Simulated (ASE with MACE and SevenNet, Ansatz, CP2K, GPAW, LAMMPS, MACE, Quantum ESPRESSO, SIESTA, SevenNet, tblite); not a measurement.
# Glassy 38BaO-62TiO2 (mol %) (110 atoms) in machine-learned potentials

Aim: run glassy 38BaO-62TiO2 (mol %) (110 atoms) in machine-learned potentials and see how near its forces come to a plane-wave reference, and at what cost.

Method: the method is named at each step, in ASE with MACE and SevenNet.

### Step 1. Starting point

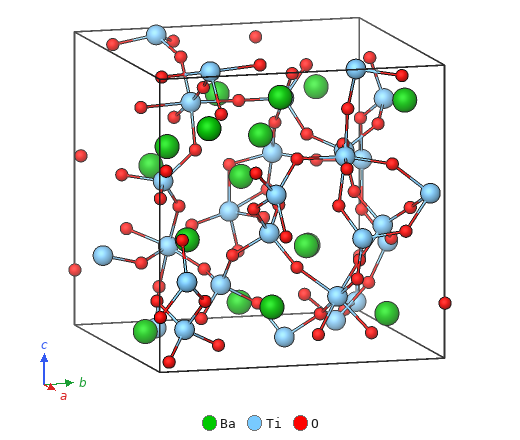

The cell as given, slightly off an axis (barium green, titanium blue, oxygen red). Bonds to atoms that aren't drawn are left out. Some periodic images of atoms are drawn too.

The cell holds 110 atoms: 16 Ba, 26 Ti and 68 O. Cell: a = 11.965 Å, b = 11.965 Å, c = 11.965 Å, α = 90.0°, β = 90.0°, γ = 90.0°. 110 atoms (16 Ba, 26 Ti, 68 O) placed at random at 4.67 g/cm³, melted at 4000 K for 10 ps at fixed volume with the Morse and Coulomb pair potential with partial charges (Pedone, Malavasi, Menziani, Cormack and Segre, J. Phys. Chem. B 110, 11780 (2006)). Quenched from 4000 K to 300 K at 20 K/ps and fixed volume, held 10 ps at zero pressure, then minimised at fixed cell.

The yardstick, on the same geometry:

- method: Kohn-Sham DFT, PBE, PAW, plane waves (Ansatz 0.2.0); cutoff 420 eV, Γ point, fermi-dirac smearing of 0.05 eV; PAW set soft_2
- r.m.s. force component: 0.7786 eV/Å
- longest force: 2.495 eV/Å
- pressure: 4.206 GPa
- gap (highest filled to lowest empty level): 2.506 eV
- SCF cycles: 12
- time: 43 s on 4 threads of Arm Neoverse V2, shared host
- CPU time: 2.8 min

### Step 2. MACE MP-0b3 medium potential

Method: machine-learned interatomic potential MACE MP-0b3 medium, trained on PBE(+U) plane-wave data.

run.py

```python
import numpy as np
from ase.io import read
import mlip  # loads the published weights by name

atoms = read("structure.xyz")
atoms.calc = mlip.calc("mace-mp-0b3-medium")
energy = atoms.get_potential_energy()
forces = atoms.get_forces()
print(f"energy {energy:.6f} eV")
print("forces (eV/A)")
for i, (a, f) in enumerate(zip(atoms, forces)):
    print(f"{i:4d} {a.symbol:2s} {f[0]:10.5f} {f[1]:10.5f} {f[2]:10.5f}")
stress = -atoms.get_stress(voigt=False) * 160.21766
print("stress (GPa, compression positive)")
for row in stress:
    print(" ".join(f"{x:10.4f}" for x in row))
```

structure.xyz

```xyz
110
Lattice="11.96473 0.00000 0.00000 0.00000 11.96473 0.00000 0.00000 0.00000 11.96473" Properties=species:S:1:pos:R:3 pbc="T T T"
Ba 8.93071 11.20294 10.08017
Ba 10.53638 5.14017 2.18476
Ba 2.44894 6.18828 1.02071
Ba 1.33957 9.41636 3.01380
Ba 9.96171 5.66123 10.63306
Ba 4.56119 1.60854 0.38849
Ba 5.00186 8.24609 3.64087
Ba 3.93676 5.82383 6.41860
Ba 0.87558 9.89435 9.38645
Ba 6.84825 5.76915 8.57799
Ba 8.24669 2.26648 4.70154
Ba 10.85069 2.39809 9.65362
Ba 0.92739 5.72309 9.31119
Ba 7.23651 1.72340 8.37017
Ba 0.91506 2.93926 6.51468
Ba 6.82839 11.08508 1.03387
Ti 10.52214 11.80416 6.50427
Ti 6.30362 9.44053 7.69081
Ti 4.10977 11.92991 3.49645
Ti 7.22179 10.78836 4.72726
Ti 7.32792 3.51273 11.35931
Ti 9.40212 1.80667 1.24194
Ti 0.17827 11.78586 0.40692
Ti 2.30800 11.39138 6.58060
Ti 10.55193 8.66641 11.73692
Ti 0.95108 6.22250 4.48474
Ti 5.59351 4.46907 2.32582
Ti 3.99861 3.69160 9.56149
Ti 1.25666 7.94350 6.85208
Ti 4.43221 2.39498 6.47388
Ti 7.56781 5.91991 4.68311
Ti 11.69995 1.21956 3.58356
Ti 3.95159 7.61962 9.53421
Ti 4.40673 11.69014 9.38896
Ti 1.45192 3.00004 11.92788
Ti 9.73773 8.45512 8.04102
Ti 6.36631 6.91490 0.19957
Ti 2.59814 3.15905 3.48521
Ti 10.63425 8.91911 4.81772
Ti 8.67993 8.45189 2.15916
Ti 10.12934 5.44108 6.68170
Ti 3.40014 9.95872 0.25401
O 9.51531 8.25614 6.00414
O 9.15098 9.74097 0.68977
O 9.44173 6.52317 7.98861
O 0.05767 7.59808 11.40263
O 1.42632 4.50544 4.08572
O 4.11120 11.13282 1.86159
O 1.28585 6.12367 6.46107
O 6.71209 4.63262 3.70871
O 3.54970 3.32608 5.26281
O 6.01623 1.80500 6.03992
O 10.25940 8.81214 3.10772
O 8.54258 4.97111 5.86942
O 3.00973 11.17290 4.66792
O 10.60877 2.30883 2.56823
[... 50 atom lines left out ...]
O 10.42654 0.85225 0.12898
O 3.36520 0.97919 6.62858
O 10.80918 1.28764 5.14220
O 3.08211 11.09334 8.41097
```

Command:

```bash
OMP_NUM_THREADS=1 python run.py > output.txt
```

The log of the run:

```text
energy -892.201240 eV
forces (eV/A)
   0 Ba    0.45809   -0.85101    0.09332
   1 Ba    0.00180    0.37184    0.77787
   2 Ba    0.16619    0.08130    0.30149
   3 Ba   -0.19144    0.16993    0.45780
   4 Ba   -0.99848    0.52761    0.28245
   5 Ba   -0.28252    0.42743   -0.30434
   6 Ba    0.34257    0.08623   -0.12035
   7 Ba   -0.49590   -0.21240   -0.20033
   8 Ba    0.48209   -0.22386   -0.08451
   9 Ba    0.00326    0.01013    0.21755
  10 Ba   -0.09424   -0.27940   -0.48180
  11 Ba   -0.14028   -0.25345    0.38704
  12 Ba    1.22126    0.15291   -0.75740
  13 Ba   -0.97214    0.21029    0.13122
  14 Ba    0.33340   -0.24727   -0.53167
  15 Ba    0.48349   -0.13898    0.81098
  16 Ti    0.31040   -1.16071   -0.10719
  17 Ti   -0.12452    1.23069    0.63366
  18 Ti   -0.35919   -0.05695   -0.24485
  19 Ti    0.93667   -0.48775    0.36531
  20 Ti    0.10833   -1.66615   -0.57536
  21 Ti    0.21704   -0.46712    0.27300
  22 Ti   -0.43752    1.41211    1.03213
  23 Ti   -0.17310    0.86825    0.15893
[...]
102 O     0.59360    0.10193    0.76969
 103 O     0.39744    0.37613    0.48560
 104 O    -1.73241    1.62949   -0.65765
 105 O    -0.15639   -0.23815   -0.13374
 106 O     0.55288   -1.25032   -1.75657
 107 O    -1.09253   -0.76411    0.25177
 108 O    -0.78732    0.31952    1.12251
 109 O    -1.64522   -0.65681   -0.75969
stress (GPa, compression positive)
    5.9669     0.7447     0.3505
    0.7447     5.8339    -0.3367
    0.3505    -0.3367     3.8597
```

It took 8.3 s on 1 thread of Arm Neoverse V2, shared host; peak memory 1.1 GiB.

Banners, paths, timers and routine set-up lines are dropped from the logs unmarked, and long logs keep their key lines alone; longer cuts are marked.

Numbers from this run, and their distance from the reference:

```yaml
r_m_s_force_component: 0.7881 eV/Å
r_m_s_difference_of_force_components: 103.4 meV/Å
longest_difference_of_force_vectors: 400.9 meV/Å
force_difference_over_r_m_s_force: 13.27 %
slope_of_forces_against_the_reference_s: 1.003
correlation_of_force_components: 0.9914
pressure: 5.22 GPa
pressure_difference: 1.014 GPa
```

Length of the force difference by element (eV/Å):

| element | atoms | mean | most |
| --- | --- | --- | --- |
| Ba | 16 | 0.16 | 0.40 |
| O | 68 | 0.14 | 0.37 |
| Ti | 26 | 0.21 | 0.36 |

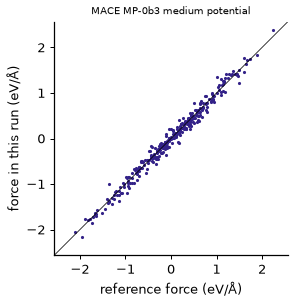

Force components against those of the reference; the line marks equality.

A closer look about O106, which has 5 bonded neighbours where the commonest count for O is 4: 13 atoms, nearest first, numbered in the order of the input, with positions taken from that point.

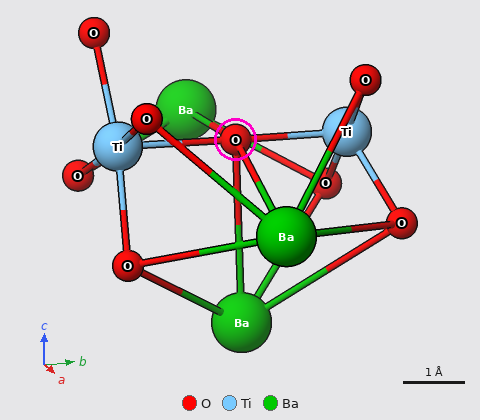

The atoms of the table, within 3.1 Å (arrows a, b, c point along x, y, z); some may hide others; the central atom is ringed.

```
atom      x      y      z  distance (Å)  bonds     Fx     Fy  Fz (eV/Å)
O106   0.00   0.00   0.00          0.00      5  -0.16  -0.24      -0.13
Ti33   0.07   1.88   0.02          1.88      5  -0.37   0.12       0.27
Ti28   0.12  -2.05   0.05          2.05      6  -1.42  -0.04      -1.43
 O68  -1.40   1.94  -1.21          2.69      5   0.01  -0.16       0.50
 O57   1.58   1.78   1.27          2.69      3  -0.13   0.22      -0.69
 O98  -1.51  -2.27  -0.82          2.84      3  -0.52   0.37      -0.16
 O92   1.79  -2.02   0.92          2.85      5   0.67  -0.10       0.11
 O79  -0.88  -2.17   1.74          2.92      4   1.48   0.43       0.07
 O82   1.00  -2.12  -1.75          2.93      5   0.93   1.41       1.27
Ba13  -2.95  -0.01  -0.20          2.96      8   1.22   0.15      -0.76
 O71   1.23   2.49  -1.29          3.07      4  -0.50  -1.40      -0.39
 Ba8   0.06   0.09  -3.09          3.09      8  -0.50  -0.21      -0.20
Ba10   2.97   0.03  -0.93          3.11     11   0.00   0.01       0.22
```

Atoms are counted from 1 here, from 0 in the log.

Forces lie 13 % from the reference's, at 0.046 times its CPU time (on 1 against 4 cores).

### Step 3. MACE MP-0b2 small potential

Method: machine-learned interatomic potential MACE MP-0b2 small, trained on PBE(+U) plane-wave data.

run.py: that of step 2 with these lines changed.

```diff
@@ -5,3 +5,3 @@
 atoms = read("structure.xyz")
-atoms.calc = mlip.calc("mace-mp-0b3-medium")
+atoms.calc = mlip.calc("mace-mp-0b2-small")
 energy = atoms.get_potential_energy()
```

structure.xyz is that of step 2.

The log of the run:

```text
energy -891.941446 eV
forces (eV/A)
   0 Ba    0.40160   -0.81900    0.16424
   1 Ba    0.02471    0.42963    0.79045
   2 Ba    0.21750    0.15514    0.29931
   3 Ba   -0.12452    0.06467    0.41626
   4 Ba   -1.17492    0.59309    0.44640
   5 Ba   -0.21448    0.45457   -0.35847
   6 Ba    0.30781    0.16701   -0.10067
   7 Ba   -0.61382   -0.16009   -0.16330
   8 Ba    0.26856   -0.12306   -0.08574
   9 Ba   -0.13791   -0.07646    0.37491
  10 Ba   -0.11784   -0.42379   -0.41910
  11 Ba   -0.05939   -0.49132    0.23075
  12 Ba    1.44526    0.17488   -0.77631
  13 Ba   -0.90341    0.23059    0.27766
  14 Ba    0.34750   -0.18031   -0.34293
  15 Ba    0.69445   -0.14175    0.72819
  16 Ti    0.24419   -1.30793    0.18679
  17 Ti   -0.10117    1.11155    0.74883
  18 Ti   -0.27594    0.14518   -0.36927
  19 Ti    0.96942   -0.56931    0.27862
  20 Ti   -0.22451   -1.77220   -0.39756
  21 Ti    0.00777   -0.51329   -0.16167
  22 Ti   -0.41464    1.17381    0.78201
  23 Ti   -0.29429    0.81347    0.18406
[...]
102 O     0.66821    0.13126    0.70515
 103 O     0.21624    0.29413    0.42921
 104 O    -1.74196    1.62646   -0.62129
 105 O    -0.14506   -0.26217   -0.12585
 106 O     0.44936   -1.05270   -1.54671
 107 O    -0.78772   -0.48319    0.26069
 108 O    -0.76273    0.37794    0.92897
 109 O    -1.66630   -0.74095   -0.89702
stress (GPa, compression positive)
    5.9450     0.5604     0.2919
    0.5604     5.6804    -0.5048
    0.2919    -0.5048     3.9137
```

Run time: 6.4 s. Hardware: 1 thread; peak memory 0.67 GiB.

Against the reference:

| Property | Result |
| --- | --- |
| r.m.s. force component | 0.7712 eV/Å |
| r.m.s. difference of force components | 114 meV/Å |
| longest difference of force vectors | 425.4 meV/Å |
| force difference over r.m.s. force | 14.65 % |
| slope of forces against the reference's | 0.9797 |
| correlation of force components | 0.9892 |
| pressure | 5.18 GPa |
| pressure difference | 0.9737 GPa |

Against the first run (13 %), the force difference from the reference is 15 %, at 0.75 times the CPU time.

### Step 4. SevenNet 0 potential

Method: machine-learned interatomic potential SevenNet 0, trained on PBE(+U) plane-wave data.

run.py: that of step 3 with these lines changed.

```diff
@@ -5,3 +5,3 @@
 atoms = read("structure.xyz")
-atoms.calc = mlip.calc("mace-mp-0b2-small")
+atoms.calc = mlip.calc("7net-0")
 energy = atoms.get_potential_energy()
```

structure.xyz is that of step 3.

The log of the run:

```text
energy -892.434387 eV
forces (eV/A)
   0 Ba    0.44223   -0.74235    0.11488
   1 Ba    0.00971    0.53242    0.75825
   2 Ba    0.04075    0.13646    0.32564
   3 Ba   -0.21837    0.08774    0.56419
   4 Ba   -0.97363    0.54839    0.33686
   5 Ba   -0.25404    0.40012   -0.30679
   6 Ba    0.24500    0.11549   -0.14646
   7 Ba   -0.56019   -0.07211   -0.19780
   8 Ba    0.37003   -0.26585   -0.11100
   9 Ba   -0.03021   -0.01091    0.27700
  10 Ba   -0.00369   -0.43524   -0.57644
  11 Ba   -0.19414   -0.23181    0.30400
  12 Ba    1.17805    0.09279   -0.70813
  13 Ba   -0.98828    0.14283    0.28267
  14 Ba    0.36421   -0.25615   -0.41117
  15 Ba    0.56445   -0.15828    0.82739
  16 Ti    0.32130   -1.09739   -0.03573
  17 Ti   -0.12711    1.14212    0.66948
  18 Ti   -0.25947   -0.18328   -0.24459
  19 Ti    0.80723   -0.66514    0.18450
  20 Ti    0.03609   -1.55160   -0.34445
  21 Ti    0.13496   -0.44607    0.17240
  22 Ti   -0.48066    1.17525    0.95033
  23 Ti   -0.27100    0.80924    0.15259
[...]
102 O     0.39613    0.09952    0.82571
 103 O     0.47179    0.44282    0.43643
 104 O    -1.78364    1.79022   -0.68925
 105 O    -0.15144   -0.26251   -0.14594
 106 O     0.53274   -1.19283   -1.80821
 107 O    -0.78442   -0.45888    0.40334
 108 O    -0.87920    0.35862    1.22085
 109 O    -1.65699   -0.67461   -0.73067
stress (GPa, compression positive)
    6.0305     0.6413     0.3656
    0.6413     5.9788    -0.3887
    0.3656    -0.3887     4.0467
```

Wall time 6.9 s (1 thread); peak memory 1 GiB.

Numbers from this run, and their distance from the reference:

```
r.m.s. force component                  : 0.7851 eV/Å
r.m.s. difference of force components   : 105.6 meV/Å
longest difference of force vectors     : 423.5 meV/Å
force difference over r.m.s. force      : 13.57 %
slope of forces against the reference's : 0.9991
correlation of force components         : 0.9909
pressure                                : 5.352 GPa
pressure difference                     : 1.146 GPa
```

Against the first run (13 %), the force difference from the reference is 14 %, at 0.86 times the CPU time.

### Step 5. Side by side

Differences are against the plane-wave reference, forces as r.m.s. over components; share is that over the reference's r.m.s. force, slope the least-squares factor from reference forces to these. Total energies of different programs have different zeros and aren't compared.

| run | Δ force, r.m.s. (meV/Å) | share (%) | slope | Δ pressure (GPa) | cores | CPU time | memory (GiB) |
| --- | --- | --- | --- | --- | --- | --- | --- |
| reference | - | - | - | - | 4 | 2.8 min | 2.8 |
| MACE MP-0b3 medium potential | 103 | 13.3 | 1.003 | 1.01 | 1 | 7.6 s | 1.1 |
| MACE MP-0b2 small potential | 114 | 14.6 | 0.980 | 0.974 | 1 | 5.7 s | 0.67 |
| SevenNet 0 potential | 106 | 13.6 | 0.999 | 1.15 | 1 | 6.6 s | 1 |

Times of the machine-learned potentials are mostly Python's start and the loading of weights.

CPU time is summed over cores on a shared host, where runs went side by side, so it is rough. Symmetry, cutoffs, thresholds, outputs and thread counts weren't matched or tuned between programs; memory under MPI is the largest rank's times the ranks.

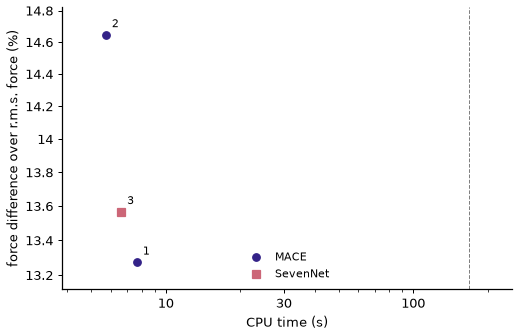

Force difference against CPU time; the dashed line marks the reference's time. Points: 1 MACE MP-0b3 medium potential; 2 MACE MP-0b2 small potential; 3 SevenNet 0 potential.

### Step 6. What came out

| Item | Value |
| --- | --- |
| nearest in forces | MACE MP-0b3 medium potential, 13 % |
| its CPU time | 7.6 s |

In words: Machine-learned potentials differ by 13 % (MACE MP-0b3 medium potential) to 15 % (MACE MP-0b2 small potential); they were trained on other programs' data. Machine-learned potentials mimic data converged in k, so the reference's own k-point error enters their differences. The quench rate of 20 K/ps is many orders above laboratory rates, so the cell is likely richer in defects and strain than a real sample. The network of bonds at the start is that of the classical potential that made the cell, and needn't be the one that DFT or experiment would give. The reference's pressure of 4.2 GPa belongs to a cell and atoms that aren't relaxed at this level. The electronic-structure runs sample only Γ, in a cell whose shortest periodic width is 12 Å. Spin–orbit coupling is left out, which matters for the levels of the heavy elements.

[Also dropped from logs without a mark: logging warnings of Python, and SIESTA's first energy breakdown and zero terms.]

[Logs are printed without paths, hosts, clocks, repeated set-up lines and the standing remarks that a program may print on its own settings, such as how far it seeks lower states.]

[Hosts, paths, dates, database ids (printed as entryN), source tags and the programs' standing remarks are cut or masked in the printed files.]
